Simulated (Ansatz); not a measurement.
**Profile along the Rh–F line in K2NaRhF6 (space group Fm-3m)**

K₂NaRhF₆ (space group Fm-3m)

```
K2NaRhF6
1.0
    0.00000     4.17521     4.17521
    4.17521     0.00000     4.17521
    4.17521     4.17521     0.00000
K Na Rh F
2 1 1 6
Cartesian
  6.26281   6.26281   6.26281
  2.08760   2.08760   2.08760
  4.17521   4.17521   4.17521
  0.00000   0.00000   0.00000
  1.97179   4.17521   4.17521
  6.37863   4.17521   4.17521
  4.17521   1.97179   4.17521
  4.17521   6.37863   4.17521
  4.17521   4.17521   1.97179
  4.17521   4.17521   6.37863
```

Fields along a shortest Rh–F line of a {100} plane (1.97 Å), from Rh to F, interpolated on the slice's grid (step about 0.2 Å). These are PBEsol (plane waves to 420 eV, PAW, scalar-relativistic; Ansatz, a program for electronic structure) values and carry that method's errors. k mesh 7×7×7. Inside the PAW spheres the values are not all-electron values, and peaks at nuclei hang on which shells count as valence. K2NaRhF6 is run without spin polarisation and with no Hubbard U. K2NaRhF6 was relaxed with its symmetry unable to fall.

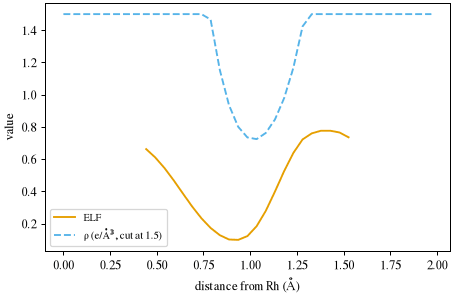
*ELF (away from the nuclei) and valence density from Rh to F.*

Density on the Rh–F line (1.97 Å) at its density minimum, 1.0 Å from Rh: 0.72 e/Å³. ELF at that point: 0.2.
